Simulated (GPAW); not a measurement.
## Solvation calculation of AlH$_{2}$O (part 2 of 2)

AlH$_{2}$O, multiplicity 2; PBEsol/real-space grid, UKS, scalar-relativistic datasets, Held-Walter continuum solvent water (GPAW 26.7.0). The geometry comes from this level: PBE0-D4/def2-TZVP.

Geometry of the input (Å):
```
O  0.0626  -0.8563  1.4014
Al 0.0113  0.0299  -0.0804
H  -1.1496  -0.3608  -1.0760
H  1.1311  1.1268  -0.2653
```

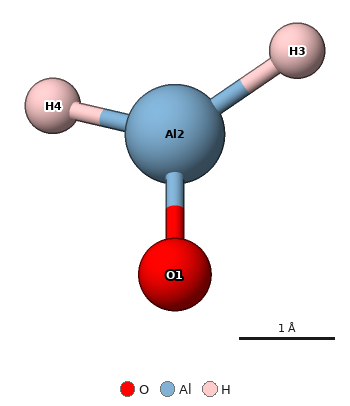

The structure (ball-and-stick view, seen at a tilt; atoms are numbered from 1 in the order of the input). Sticks mark near contacts.

## Output, continued
```
-----------------------------------------------------------
Hamiltonian:                         1.293     0.002   0.0% |
 Atomic:                             0.102     0.001   0.0% |
  XC Correction:                     0.101     0.101   0.2% |
 Calculate atomic Hamiltonians:      0.001     0.001   0.0% |
 Communicate:                        0.000     0.000   0.0% |
 Hartree integrate/restrict:         0.028     0.028   0.1% |
 Initialize Hamiltonian:             0.000     0.000   0.0% |
 Poisson:                            0.144     0.014   0.0% |
  Communicate from 1D:               0.016     0.016   0.0% |
  Communicate from 2D:               0.014     0.014   0.0% |
  Communicate to 1D:                 0.015     0.015   0.0% |
  Communicate to 2D:                 0.015     0.015   0.0% |
  FFT 1D:                            0.020     0.020   0.0% |
  FFT 2D:                            0.051     0.051   0.1% |
 XC 3D grid:                         1.012     1.012   2.4% ||
 vbar:                               0.005     0.005   0.0% |
LCAO initialization:                 0.066     0.033   0.1% |
 LCAO eigensolver:                   0.011     0.000   0.0% |
  Calculate projections:             0.000     0.000   0.0% |
  DenseAtomicCorrection:             0.000     0.000   0.0% |
  Distribute overlap matrix:         0.000     0.000   0.0% |
  Orbital Layouts:                   0.000     0.000   0.0% |
  Potential matrix:                  0.010     0.010   0.0% |
 LCAO to grid:                       0.018     0.018   0.0% |
 Set positions (LCAO WFS):           0.004     0.001   0.0% |
  Basic WFS set positions:           0.000     0.000   0.0% |
  Basis functions set positions:     0.000     0.000   0.0% |
  P tci:                             0.002     0.002   0.0% |
  ST tci:                            0.000     0.000   0.0% |
  mktci:                             0.001     0.001   0.0% |
SCF-cycle:                          39.049     0.019   0.0% |
 Davidson:                          12.282     4.161  10.0% |---|
  Apply hamiltonian:                 1.304     1.304   3.1% ||
  Subspace diag:                     1.921     0.003   0.0% |
   calc_h_matrix:                    1.539     0.244   0.6% |
    Apply hamiltonian:               1.295     1.295   3.1% ||
   diagonalize:                      0.007     0.007   0.0% |
   rotate_psi:                       0.372     0.372   0.9% |
  calc. matrices:                    4.158     1.569   3.8% |-|
   Apply hamiltonian:                2.589     2.589   6.2% |-|
  diagonalize:                       0.017     0.017   0.0% |
  rotate_psi:                        0.722     0.722   1.7% ||
 Density:                            2.417     0.000   0.0% |
  Atomic density matrices:           0.010     0.010   0.0% |
  Mix:                               2.338     2.338   5.6% |-|
  Multipole moments:                 0.002     0.002   0.0% |
  Pseudo density:                    0.068     0.068   0.2% |
   Symmetrize density:               0.000     0.000   0.0% |
 Hamiltonian:                       24.307     0.014   0.0% |
  Atomic:                            1.950     0.010   0.0% |
   XC Correction:                    1.940     1.940   4.7% |-|
  Calculate atomic Hamiltonians:     0.026     0.026   0.1% |
  Communicate:                       0.000     0.000   0.0% |
  Hartree integrate/restrict:        0.430     0.430   1.0% |
  Poisson:                           2.754     0.187   0.4% |
   Communicate from 1D:              0.302     0.302   0.7% |
   Communicate from 2D:              0.278     0.278   0.7% |
   Communicate to 1D:                0.299     0.299   0.7% |
   Communicate to 2D:                0.295     0.295   0.7% |
   FFT 1D:                           0.384     0.384   0.9% |
   FFT 2D:                           1.010     1.010   2.4% ||
  XC 3D grid:                       19.063    19.063  45.8% |-----------------|
  vbar:                              0.069     0.069   0.2% |
 Orthonormalize:                     0.024     0.000   0.0% |
  calc_s_matrix:                     0.008     0.008   0.0% |
  inverse-cholesky:                  0.000     0.000   0.0% |
  projections:                       0.003     0.003   0.0% |
  rotate_psi_s:                      0.012     0.012   0.0% |
Set symmetry:                        0.000     0.000   0.0% |
Other:                               1.217     1.217   2.9% ||
-----------------------------------------------------------
Total:                                        41.626 100.0%

Memory usage: 709.56 MiB
System changes: positions, numbers, cell, pbc, initial_charges, initial_magmoms

Initialize ...

species:
  O:
    name:    Oxygen
    Z:       8.0
    valence: 6
    core:    2
    charge:  0.0  # [|e|]
    file:    O.PBEsol
    compensation charges:
      type: gauss
      rc: 0.21  # [Å]
      lmax: 2
    cutoffs:
      filter: 1.17  # [Å]
      core: 0.83  # [Å]
    projectors
    | kind |    occ | energy [eV] | rcut [Å] |
    |------|--------|-------------|----------|
    |   2s |  2.000 |     -23.808 |    0.688 |
    |   2p |  4.000 |      -8.972 |    0.598 |
    |    s |        |       3.404 |    0.688 |
    |    p |        |      18.239 |    0.598 |
    |    d |        |       0.000 |    0.619 |

    Using partial waves for O as LCAO basis

  Al:
    name:    Aluminium
    Z:       13.0
    valence: 3
    core:    10
    charge:  0.0  # [|e|]
    file:    Al.PBEsol
    compensation charges:
      type: gauss
      rc: 0.34  # [Å]
      lmax: 2
    cutoffs:
      filter: 1.91  # [Å]
      core: 2.36  # [Å]
    projectors
    | kind |    occ | energy [eV] | rcut [Å] |
    |------|--------|-------------|----------|
    |   3s |  2.000 |      -7.715 |    1.085 |
    |   3p |  1.000 |      -2.689 |    1.085 |
    |    s |        |      19.497 |    1.085 |
    |    p |        |      24.522 |    1.085 |
    |    d |        |       0.000 |    1.085 |

    Using partial waves for Al as LCAO basis

  H:
    name:    Hydrogen
    Z:       1.0
    valence: 1
    core:    0
    charge:  0.0  # [|e|]
    file:    H.PBEsol
    compensation charges:
      type: gauss
      rc: 0.15  # [Å]
      lmax: 2
    cutoffs:
      filter: 0.85  # [Å]
      core: 0.53  # [Å]
    projectors
    | kind |    occ | energy [eV] | rcut [Å] |
    |------|--------|-------------|----------|
    |   1s |  1.000 |      -6.334 |    0.476 |
    |    s |        |      20.878 |    0.476 |
    |    p |        |       0.000 |    0.476 |

    Using partial waves for H as LCAO basis

Reference energy: -8648.583489  # eV

Spin-polarized calculation.
Initial magnetic moment: 1.000000

Convergence criteria:
 Maximum [total energy] change in last 3 cyles: 0.0005 eV / valence electron
 Maximum integral of absolute [dens]ity change: 0.0001 electrons / valence electron
 Maximum integral of absolute [eigenst]ate change: 4e-08 eV^2 / valence electron
 Maximum number of scf [iter]ations: 150
 (Square brackets indicate name in SCF output, whereas a 'c' in
 the SCF output indicates the quantity has converged.)

Symmetries present (total): 1

  ( 1  0  0)
  ( 0  1  0)
  ( 0  0  1)

1 k-point (Gamma)
1 k-point in the irreducible part of the Brillouin zone
       k-points in crystal coordinates                weights
   0:     0.00000000    0.00000000    0.00000000          1/1

Wave functions: Uniform real-space grid
  Kinetic energy operator: 6*3+1=19 point O(h^6) finite-difference Laplacian
  ScaLapack parameters: grid=1x1, blocksize=None
  Wavefunction extrapolation:
    Improved wavefunction reuse through dual PAW basis

Occupation numbers: Fixed magnetic moment: 1.000
# Zero width

Eigensolver
   Davidson(niter=2)

Densities:
  Coarse grid: 64*60*64 grid
  Fine grid: 128*120*128 grid
  Total Charge: 0.000000

Density mixing:
  Method: fullspin
  Backend: msr1
  Linear mixing parameter: 0.05
  old densities: 10
  Width of damping distribution: 1.1
  Damping of long wavelength oscillations: 1  # (no daming)

Hamiltonian:
  XC and Coulomb potentials evaluated on a 128*120*128 grid
  Using the PBEsol Exchange-Correlation functional
  Interpolation: tri-quintic (5. degree polynomial)
  Poisson solver: Jacobi weighted FD solver with dielectric and 4 multi-grid levels
    Coarsest grid: 16 x 15 x 16 points
    Stencil: Weighted Finite Difference Operator
      6*3+1=19 point O(h^6) finite-difference Laplacian
      Finite-difference x-derivative with O(h^6) error (6 points)
      Finite-difference y-derivative with O(h^6) error (6 points)
      Finite-difference z-derivative with O(h^6) error (6 points)
    Max iterations: 1000
    Tolerance: 2.000000e-10

  Solvation:
    Cavity:  EffectivePotentialCavity
      Surface Calculator: GradientSurface with 3 nn
      Volume Calculator: None
      EffectivePotentialCavity
        Potential: Power12Potential
          u0: 0.18eV
          pbc_cutoff: 1e-06
          tiny: 1e-10
        temperature: 298.15K    Dielectric:
      Type: LinearDielectric
      Solvent dielectric constant: 78.36    Interaction: SurfaceInteraction
      subscript: surf
      Surface_tension: 0.0011484376791625194 eV/(Angstrom^2)
XC parameters: PBEsol with 2 nearest neighbor stencil

Memory estimate:
  Process memory now: 709.56 MiB
  Calculator: 632.84 MiB
    Density: 105.53 MiB
      Arrays: 63.93 MiB
      Localized functions: 5.86 MiB
      Mixer: 35.73 MiB
    Hamiltonian: 464.13 MiB
      Arrays: 47.50 MiB
      XC: 0.00 MiB
      Poisson: 35.46 MiB
      vbar: 0.43 MiB
      Solvation: 380.73 MiB
    Wavefunctions: 63.19 MiB
      Arrays psit_nG: 35.73 MiB
      Eigensolver: 26.81 MiB
      Projections: 0.01 MiB
      Projectors: 0.64 MiB

Total number of cores used: 1

Number of atoms: 4
Number of atomic orbitals: 10
Number of bands in calculation: 10
Number of valence electrons: 11
Bands to converge: occupied

... initialized

Initializing position-dependent things.

Solvation position-dependent initialization:
  Atomic radii for Power12Potential:
    Type    Radius   No. of atoms
       H     1.090     2
       O     1.520     1
      Al     1.840     1

Density initialized from atomic densities
Creating initial wave functions:
  10 bands from LCAO basis set

        .---------------------------.
       /|                           |
      / |                           |
     /  |                           |
    /   |                           |
   /    |                           |
  /     |                           |
 *      |                           |
 |      |                           |
 |      |                           |
 |      |         O   H             |
 |      |         Al                |
 |      |      H                    |
 |      |                           |
 |      .---------------------------.
 |     /                           /
 |    /                           /
 |   /                           /
 |  /                           /
 | /                           /
 |/                           /
 *---------------------------*

Atomic positions and initial magnetic moments

Positions:
   0 O      5.712200    4.500000    6.977400    ( 0.0000,  0.0000,  0.5000)
   1 Al     5.660900    5.386200    5.495600    ( 0.0000,  0.0000,  0.5000)
   2 H      4.500000    4.995500    4.500000    ( 0.0000,  0.0000,  0.0000)
   3 H      6.780700    6.483100    5.310700    ( 0.0000,  0.0000,  0.0000)

Unit cell:
           periodic     x           y           z      points  spacing
  1. axis:    no    11.280700    0.000000    0.000000    64     0.1763
  2. axis:    no     0.000000   10.983100    0.000000    60     0.1831
  3. axis:    no     0.000000    0.000000   11.477400    64     0.1793

  Lengths:  11.280700  10.983100  11.477400
  Angles:   90.000000  90.000000  90.000000

Effective grid spacing dv^(1/3) = 0.1795

iter:   1 00:00:54   -17.171363                   +0.9792
iter:   2 00:01:00   -16.491709   +0.22  -0.57    +0.9803
iter:   3 00:01:08   -15.706864   +0.30  -0.64    +0.9850
iter:   4 00:01:16   -15.567286   -0.02  -0.76    +0.9939
iter:   5 00:01:24   -15.606588   -0.20  -1.21    +0.9981
iter:   6 00:01:30   -15.615043   -1.04  -1.55    +1.0004
iter:   7 00:01:35   -15.615167   -1.70  -1.99    +1.0005
iter:   8 00:01:40   -15.616527c  -1.79  -2.26    +1.0000
iter:   9 00:01:44   -15.616257c  -2.73  -2.46    +1.0000
iter:  10 00:01:48   -15.616347c  -3.02  -3.10    +0.9999
iter:  11 00:01:51   -15.616307c  -3.84  -3.02    +1.0000
iter:  12 00:01:55   -15.616303c  -3.77  -3.39    +1.0000
iter:  13 00:01:58   -15.616271c  -4.84  -3.65    +1.0000
iter:  14 00:02:01   -15.616270c  -5.22  -4.23c   +1.0000
iter:  15 00:02:04   -15.616373c  -6.00  -4.38c   +1.0000
iter:  16 00:02:06   -15.616332c  -6.46  -4.91c   +1.0000
iter:  17 00:02:08   -15.616216c  -7.07  -5.03c   +1.0000
iter:  18 00:02:10   -15.616320c  -7.52c -5.50c   +1.0000

Converged after 18 iterations.

Dipole moment: (-0.025083, 0.431325, -0.721680) |e|*Ang

Total magnetic moment: (0.000000, 0.000000, 1.000000)
Local magnetic moments:
   0 O  ( 0.000000,  0.000000,  0.429302)
   1 Al ( 0.000000,  0.000000,  0.001200)
   2 H  ( 0.000000,  0.000000,  0.040486)
   3 H  ( 0.000000,  0.000000,  0.040414)

Energy contributions relative to reference atoms: (reference = -8648.583489)

Kinetic:        +18.177007
Potential:      -19.513752
External:        +0.000000
XC:             -14.846729
Entropy (-ST):   +0.000000
Local:           +0.468264
Interactions
 surf:           +0.098891
--------------------------
Free energy:    -15.616320
Extrapolated:   -15.616320

Solvation cavity surface area: 86.10876
Solvation cavity volume: not calculated (no calculator defined)
Spin contamination: 0.054328 electrons
                   Up                     Down
 Band  Eigenvalues  Occupancy  Eigenvalues  Occupancy
    0    -22.80290    1.00000    -21.60260    1.00000
    1    -10.02099    1.00000     -9.70782    1.00000
    2     -8.83217    1.00000     -7.55448    1.00000
    3     -7.99001    1.00000     -7.49305    1.00000
    4     -7.47934    1.00000     -6.96889    1.00000
    5     -7.31890    1.00000     -5.97141    0.00000
    6     -1.18000    0.00000     -1.15767    0.00000
    7     -0.29198    0.00000     -0.21635    0.00000
    8      0.21891    0.00000      0.32376    0.00000
    9      1.27155    0.00000      1.43044    0.00000

Fermi levels: -3.57570, -6.47015

Solvation free energy = -9.50 kcal/mol
Dipole 2.351 D in gas, 4.040 D in solution
```
